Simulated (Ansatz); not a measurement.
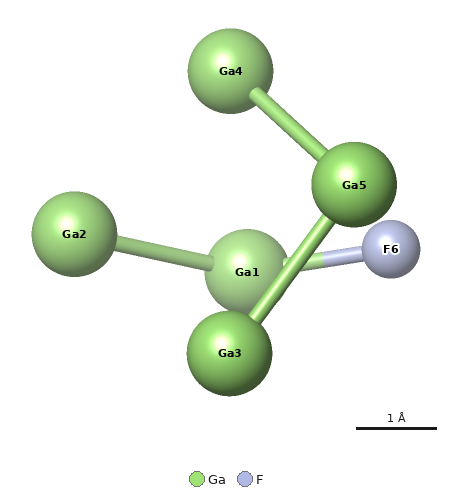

Fig. 1: The input geometry of run A (ball-and-stick view, seen at a tilt; atoms are numbered from 1 in the order of the input). Sticks mark near contacts.

# Ga5F: a changed input and its effect

System: Ga5F, multiplicity 3.
Method of run A: UKS PBE-D4/def2-TZVP (Ansatz 0.2.0).

The geometry comes from this level: PBE-D4/def2-SVP. Text and figures count atoms from 1; the logs count them from 0 in places.

Input file, run A:
```yaml
crystal:
  periodic: [false, false, false]
  atoms:
    - {symbol: Ga, position_ang: [-1.240921, -0.748029, 0.280002]}
    - {symbol: Ga, position_ang: [-1.073178, 1.519891, 1.302519]}
    - {symbol: Ga, position_ang: [1.100182, -0.261059, 1.650999]}
    - {symbol: Ga, position_ang: [-0.517912, 1.262828, -1.461630]}
    - {symbol: Ga, position_ang: [1.656997, -0.124669, -0.922089]}
    - {symbol: F, position_ang: [0.074834, -1.648972, -0.849791]}
basis:
  gaussian: {orbitals: def2-TZVP, initial_orbitals: start.molden}
magnetization: {spin_polarized: true, initial_magnetization: 2}
hamiltonian: {xc: pbe, dispersion: d4}
scf: {omitted_lower_state_checks: [starts]}
output: {orbitals: {seedname: orbitals}}
```

Command:
```bash
ansatz run in.yaml --threads 4 --pin off --events-out ev --progress --plain --max-ram 4787MiB
```

Hardware: 4 threads of Arm Neoverse V2, 23 GiB of memory available, shared host.

Output (run A):
```
Functional definition: PBE
  parameter kappa = 0.804
  parameter beta = 0.06672455060314922
  exchange = pbe_x(kappa = kappa, mu = beta*pi^2/3)
  correlation = pbe_c(beta = beta)
these checks for a lower state are left out or cut short: starts
1996 factors; their error is unknown
mean field evaluation 1: about -264568.0877 eV, gradient 1.2e1 eV
mean field evaluation 2: about -264568.3741 eV, gradient 3.4e-1 eV
mean field evaluation 4: about -264568.3256 eV, gradient 5.9e-2 eV
mean field evaluation 8: about -264568.3260 eV, gradient 1.3e-2 eV
mean field evaluation 16: about -264568.3260 eV, gradient 1.9e-5 eV
mean field -264568.32600895 eV, -9722.7066499766 hartree, gradient 8.4e-6 eV, S^2 2.006564; 0 other end points of the search recorded, 0 dependent functions left out
reference -264568.32604793 eV, -9722.7066514090 hartree; 83, 81 occupied and 188, 190 virtual orbitals, 1996 factors
Total energy: -264568.69507816 eV, -9722.7202130198 hartree
Checks for a lower state left out: starts
```

The input of run B differs as follows (lines with − go, lines with + come):
```diff
-magnetization: {spin_polarized: true, initial_magnetization: 2}
+total_charge: 1
+magnetization: {spin_polarized: true, initial_magnetization: 1}
```

Predict how the results change.

The two differ by one electron: at this geometry, removing it changes the energy by 5.68 eV. The HOMO goes from −3.53 to −9.02 eV. The LUMO goes from −4.35 to −8.73 eV. On the same kind of shared host run B took about 0.39 times as long.

Output (run B):
```
Functional definition: PBE
  parameter kappa = 0.804
  parameter beta = 0.06672455060314922
  exchange = pbe_x(kappa = kappa, mu = beta*pi^2/3)
  correlation = pbe_c(beta = beta)
these checks for a lower state are left out or cut short: starts
1996 factors; their error is unknown
mean field evaluation 1: about -264562.4316 eV, gradient 1.2e1 eV
mean field evaluation 2: about -264562.7100 eV, gradient 3.1e-1 eV
mean field evaluation 4: about -264562.6579 eV, gradient 3.8e-2 eV
mean field evaluation 8: about -264562.6579 eV, gradient 2.6e-5 eV
mean field -264562.65790703 eV, -9722.4983510729 hartree, gradient 4.4e-6 eV, S^2 0.753918; 0 other end points of the search recorded, 0 dependent functions left out
reference -264562.65794868 eV, -9722.4983526038 hartree; 82, 81 occupied and 189, 190 virtual orbitals, 1996 factors
Total energy: -264563.01725413 eV, -9722.5115568354 hartree
Checks for a lower state left out: starts
```

The two runs side by side:

| quantity | run A | run B |
| --- | --- | --- |
| outcome | converged | converged |
| total energy (hartree) | −9722.720213 | −9722.511557 |
| HOMO (eV) | −3.53 | −9.02 |
| LUMO (eV) | −4.35 | −8.73 |
| ⟨S²⟩ | 2.007 | 0.754 |
| basis functions | 271 | 271 |
| wall time (shared host) | 27 s | 11 s |
